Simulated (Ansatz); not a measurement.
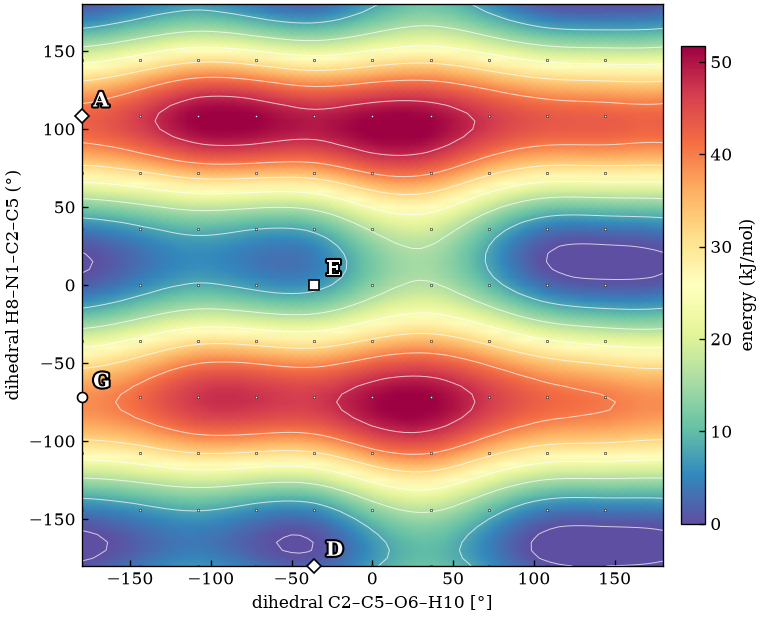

C₃H₃F₂NO, SMILES NC1=C(F)C1(O)F. The first coordinate is: dihedral C2–C5–O6–H10; the second: dihedral H8–N1–C2–C5. Nothing is relaxed (all other coordinates rigid). Grid: 10 × 10 points. Points are written as (first, second). Energies: kJ/mol, counted from the lowest grid point. These are results of RKS PBE0-D4/def2-SVP in Ansatz, not measurements.

The picture shows a smooth colour map with a few white contour lines, dots at the grid points, lettered points. Between grid points the surface is interpolated.

### Is E the lowest point of the computed grid?

No. E lies 6.5 kJ/mol above the lowest grid point, which is at (144°, −180°). It is a local minimum.

### What kind of point is each of A, D, E, G: minimum, saddle, maximum or slope?

A: saddle point; D: minimum; E: minimum; G: saddle point. (In these two coordinates alone; a stationary point may lie a little off the grid point.)

### Rank the lettered points by energy, lowest first.

D (2.1 kJ/mol), E (6.5 kJ/mol), G (38.5 kJ/mol), A (42.3 kJ/mol).
